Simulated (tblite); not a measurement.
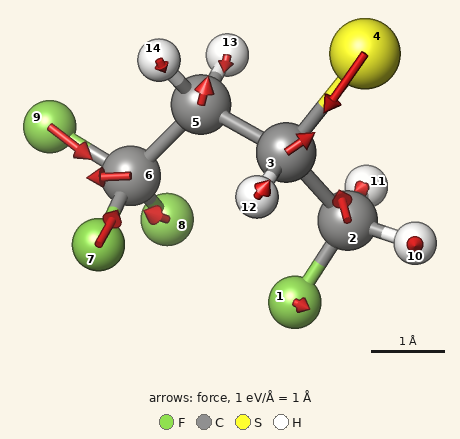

Starting geometry of C₄H₅F₄S (multiplicity 2) with the computed forces as red arrows. Style: ball-and-stick. Shown at a tilt.

These are results of GFN2-xTB geometry optimisation, gas phase (tblite), not measurements. 

**What follows when this structure is relaxed?**

It isn't relaxed: the largest force vector, on S4, is 1.03 eV/Å. The final displacements follow the starting forces only in part (cosine between the two patterns 0.31). F1 moves most after the best rigid fit: 0.16 Å. Largest moves by element: F 0.16 Å, S 0.16 Å, H 0.12 Å, C 0.04 Å. Near-neighbour distances that change, for instance: C3–S4 1.859 → 1.807 Å, C6–F9 1.372 → 1.345 Å, C6–F7 1.354 → 1.336 Å, C2–H11 1.106 → 1.095 Å. Bond angles that change, for instance: S4–C3–H12 110.9° → 106.6°, C3–C2–H10 113.1° → 110.5°, H10–C2–H11 107.9° → 110.2°. After 46 geometry steps the energy has fallen by 2.39 kcal/mol.
